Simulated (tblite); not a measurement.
**Nudged elastic band, with input and output: B₅H₈F**

The run: nudged elastic band of B₅H₈F (nido-B5H9 (F for H, site b on B)). Method and program: GFN2-xTB nudged elastic band, gas phase (tblite 0.8.0).

The run did not end well.

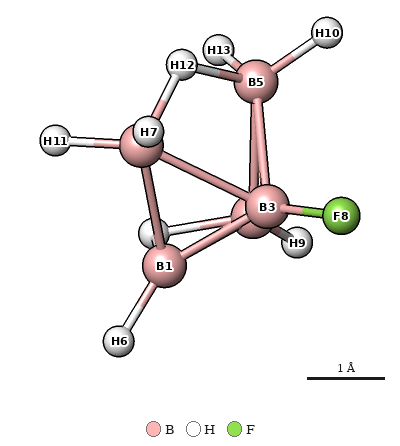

Figure 1. The structure as given in the input (ball-and-stick view, seen at a tilt; atoms are numbered from 1 in the order of the input). Bond lengths as drawn: B–B 1.62 to 1.89 Å, B–F 1.34 Å and B–H 1.17 to 1.32 Å.

## Input file
```
{"job": {"images": 3, "climb": false, "steps": 60, "xc": "GFN2-xTB", "basis": "xTB", "kind": "neb"}, "charge": 0, "multiplicity": 1}
B     -1.343500     0.319630     0.022141
B      0.142879     0.939349     0.979210
B     -0.319188    -0.836561     0.510606
B     -0.495836    -0.703341    -1.094254
B      1.239644    -0.384929    -0.465958
H     -2.428102     0.713102     0.205835
H      0.343453     0.902277     2.140597
F     -0.241724    -1.793433     1.445841
H     -0.721287    -1.347268    -2.042559
H      2.053029    -1.161827    -0.112109
H     -0.018815     2.044624     0.580917
H      1.273573     0.620370     0.383810
H      1.541398     0.160924    -1.474616
H     -0.968090     0.517915    -1.223047
```

The first line tells a small driver script what to run in tblite; the rest is the geometry in Å.

Launched with:
```bash
OMP_NUM_THREADS=1 python <driver script> task.json out
```

## Output
```
image   E - E0 / eV
  0       0.0000
  1       0.3907
  2       0.2545
```

## Outcome

```csv
quantity,value
outcome,not converged
forward barrier,0.391 eV
hardware,"1 CPU thread, shared host"
wall time,0.6 s
peak memory,0.32 GiB
```

Some settings of this run were drawn to be unusual or wrong. The run did not converge. At least one of its steps failed, so the values that rest on that step are not results.
